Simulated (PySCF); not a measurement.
C3H10O2Si, SMILES CC[Si](O)(O)C, singlet at its GFN2-xTB optimised geometry (Å):

```
16

C     -0.4446     0.7919    -1.1948
C     -0.8859    -0.0473     0.0000
Si    -0.1508    -1.8011     0.0000
C     -0.5785    -2.8329    -1.5313
O     -0.7460    -2.4385     1.3877
O      1.4875    -1.8011     0.0000
H     -0.7895     0.3442    -2.1234
H      0.6402     0.8606    -1.2375
H     -0.8491     1.8011    -1.1324
H     -1.9737    -0.1012     0.0129
H     -0.5985     0.4647     0.9201
H     -1.6508    -2.9718    -1.6260
H     -0.1185    -3.8151    -1.4801
H     -0.2236    -2.3576    -2.4385
H     -0.5742    -3.3485     1.6156
H      1.9737    -1.3019     0.6514
```

Method: PBE0/def2-TZVP (PySCF).

Map of the electrostatic potential (hartree/e), clipped to [-0.08, 0.12] on the plane z = 0.8 Å:

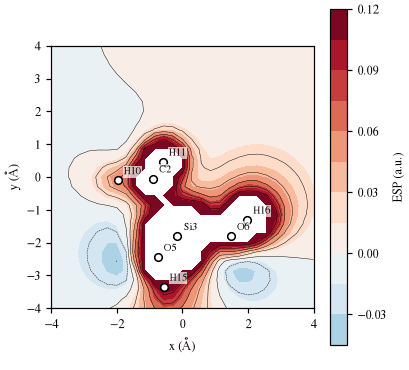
Figure: Electrostatic potential (hartree/e), clipped to [-0.08, 0.12] on the plane z = 0.8 Å.
